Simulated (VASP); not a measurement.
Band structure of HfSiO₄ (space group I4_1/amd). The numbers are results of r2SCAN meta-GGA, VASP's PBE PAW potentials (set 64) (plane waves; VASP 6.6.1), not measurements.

The path is coarsely sampled, so an indirect gap can come out somewhat too large. Unless said otherwise, spin-orbit coupling is left out, though it shifts the bands of the heavy elements here.

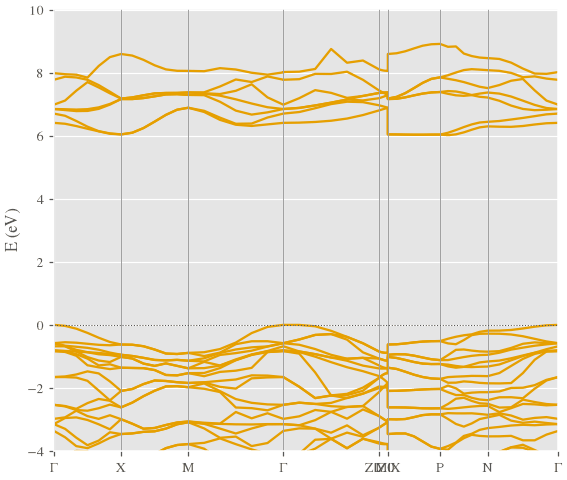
*Bands along high-symmetry lines, zero at the valence-band maximum or, without a gap, the Fermi level*

### Question
Read the plot: is there a gap, and where are the band edges?

### Answer
The gap is indirect, 6.02 eV, from the valence maximum at Γ to the conduction minimum at P-N at 0.17.

The structure comes from a computed database's HfSiO4 entry (I4_1/amd); how it stands against other phases isn't given here. It was relaxed first.
